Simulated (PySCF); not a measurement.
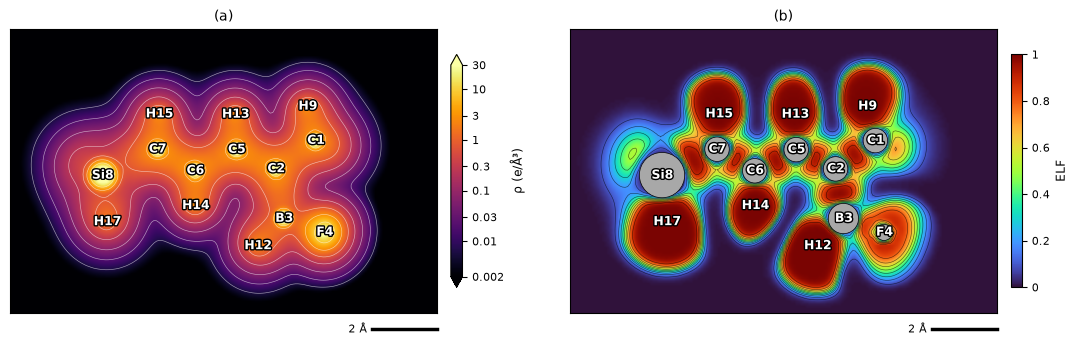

C₅H₁₀BFSi. (a) total electron density; (b) electron localisation function on the plane of atoms C7, C6 and H14. Grey discs cover the atomic cores in the ELF map.

Geometry: GFN2-xTB.

Method: PySCF, PBE0/pcSseg-1, SCF density, gas phase, non-relativistic.

```tsv
atom	x (Å)	y (Å)	z (Å)
C	-2.9563	-0.1933	-0.6961
C	-1.6897	0.0720	0.0737
B	-1.8580	0.6418	1.5068
F	-3.0888	0.8505	1.9478
C	-0.5030	-0.1971	-0.5201
C	0.8050	-0.0125	0.0424
C	1.9362	-0.2907	-0.6213
Si	3.6693	-0.0683	0.0619
H	-2.7527	-0.6235	-1.6746
H	-3.5136	0.7341	-0.8266
H	-3.5956	-0.8737	-0.1349
H	-1.0044	0.9139	2.2650
H	-0.5065	-0.5965	-1.5313
H	0.8566	0.3696	1.0507
H	1.8423	-0.6719	-1.6331
H	4.4076	-1.3220	-0.1176
H	3.5983	0.2762	1.4815
H	4.3445	0.9975	-0.6859
```

Q: What does the map show?

A: Atoms in the plane: C, B, F, Si and H.
B–F (1.32 Å): ρ at the midpoint is about 2.2 e/Å³; the ELF peaks at about 0.85 between the atoms: a polar covalent bond.
C–C (1.34 Å): ρ is about 2.2 e/Å³ halfway; the ELF peaks at about 0.95 between the atoms; a multiple bond.
C–B (1.55 Å): ρ is about 1.5 e/Å³ halfway; the ELF peaks at about 1 between the atoms; localised, covalent bonding.
C–Si (1.88 Å): ρ at the midpoint is about 0.94 e/Å³; the ELF peaks at about 0.95 between the atoms (localised, covalent bonding).
C–H (1.08 Å): ρ is about 2.1 e/Å³ halfway; the ELF climbs to about 1 towards the hydrogen, as it does in any bond to H: an ordinary covalent bond to hydrogen.
The ELF also peaks beside F4, away from the bonds: lone-pair regions.
